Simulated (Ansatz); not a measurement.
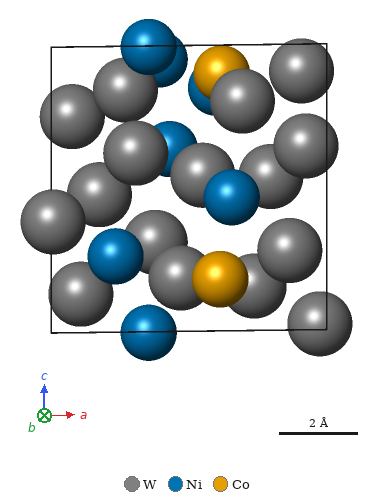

Starting frame of a dynamics run of an amorphous cell of composition CoNi$_{3}$W$_{8}$ (24 atoms in the cell). The picture is a spheres-only view of the simulation cell, seen along the b axis.

All numbers below come from DFT PBE, scalar-relativistic, plane waves, PAW in Ansatz.

Input file:
```yaml
crystal:
  lattice:
    - [7.072276, 0.113983, 0.049257]
    - [0.113983, 7.11699, 0.147766]
    - [0.049257, 0.147766, 7.34198]
  atoms:
    - { symbol: W, position: [0.0066204341, 0.0285363174, 0.388618199] }
    - { symbol: W, position: [0.7973687506, 0.7303202244, 0.5378624107] }
    - { symbol: W, position: [0.7367754777, 0.838916701, 0.1554635363] }
    - { symbol: W, position: [0.1747210711, 0.5956767996, 0.4819254033] }
    - { symbol: W, position: [0.6940091757, 0.0116690694, 0.8031357129] }
    - { symbol: W, position: [0.2691727797, 0.5060329936, 0.84680762] }
    - { symbol: W, position: [0.8662308438, 0.4453188995, 0.2782663543] }
    - { symbol: W, position: [0.9088302766, 0.5590616638, 0.9060119498] }
    - { symbol: W, position: [0.5502062405, 0.4469343847, 0.5453783994] }
    - { symbol: W, position: [0.377562884, 0.9295552115, 0.3126933884] }
    - { symbol: W, position: [0.1074847392, 0.7457642118, 0.1346141311] }
    - { symbol: W, position: [0.9250921881, 0.304358151, 0.6433416335] }
    - { symbol: W, position: [0.975553595, 0.1618975397, 0.0202112456] }
    - { symbol: W, position: [0.0762822514, 0.883370869, 0.7562523911] }
    - { symbol: W, position: [0.3069089079, 0.1705992187, 0.6256164925] }
    - { symbol: W, position: [0.4710581717, 0.5565437547, 0.1867771096] }
    - { symbol: Ni, position: [0.3936726709, 0.8623239765, 0.9527228108] }
    - { symbol: Ni, position: [0.6552688788, 0.0949013962, 0.4669266686] }
    - { symbol: Ni, position: [0.2336243974, 0.2950824591, 0.2654373065] }
    - { symbol: Ni, position: [0.3538206895, 0.1651377513, 0.9966463034] }
    - { symbol: Ni, position: [0.430754983, 0.8050770734, 0.6382166069] }
    - { symbol: Ni, position: [0.5983542447, 0.6569284483, 0.8513373854] }
    - { symbol: Co, position: [0.6134395491, 0.1985190665, 0.1808738291] }
    - { symbol: Co, position: [0.61922161, 0.3407088341, 0.9000014867] }
  symmetry: { detect: false }
basis:
  ecutwfc: 320
  xc_grid: 1
kpoints:
  mp_grid: { grid: [1, 1, 1], shift: [0.25, 0.25, 0.25] }
hamiltonian:
  xc: pbe
scf:
  occupations: { method: fermi_dirac, width: 0.38 }
  lower_state_search: "off"
  convergence: { dr2_threshold: 1.0e-05 }
output:
  forces: true
  stress: true
md:
  timestep: 3.0
  n_steps: 24
  ensemble: nvt_langevin
  friction: 0.03
  temperature: 4410.0
  initial_velocities: maxwell_boltzmann
  seed: 58906
```

Run as
```bash
ansatz run input.yaml --threads 2 --pin off --max-ram 5120MiB --backend cpu --events-out ev --progress --plain --runs-dir out
```

### Predict how the run goes.

The mean temperature in the second half is 3618 K (standard deviation 562 K). The potential energy is still drifting at the end, so the run hasn't reached equilibrium. The potential energy in the second half lies on average 280 meV per atom above the first frame. The mean pressure there is 9.7 GPa. Root-mean-square distances from the starting positions over the second half, with the common drift of all atoms taken out: Co 0.57 Å, Ni 0.41 Å, W 0.31 Å. The run lasts only 72 fs, too short to tell vibration from diffusion.

Along the run:

```tsv
time (fs)	potential energy (meV/atom)	T (K)	p (GPa)
0.0	0.0	4226	-3.7
6.0	4.2	4407	-3.1
12.0	32.1	4663	-1.6
18.0	84.6	5305	1.3
24.0	149.0	4418	3.2
30.0	192.5	4380	5.3
36.0	218.6	4414	7.0
42.0	243.3	3627	7.9
48.0	262.1	2580	8.0
54.0	270.3	2922	8.8
60.0	294.8	3295	10.2
66.0	322.3	3727	11.9
72.0	347.2	4154	13.3
```

The paths of the atoms:

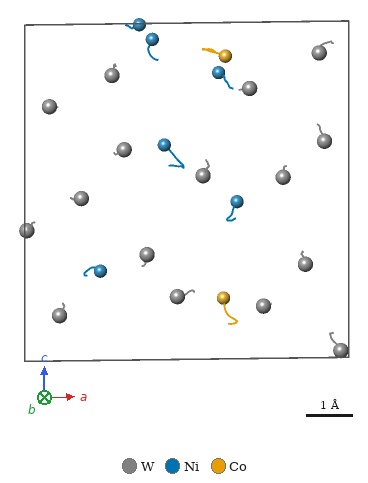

Limits of the set-up: the k-point mesh is coarse for a cell with partly filled bands; the cutoff lies below the recommended one; the periodic images lie only 7.1 Å apart, so the values are limited by the cell's size.

The run took 99 s on 2 threads of Arm Neoverse V2, on a shared host, peak memory 0.68 GiB.
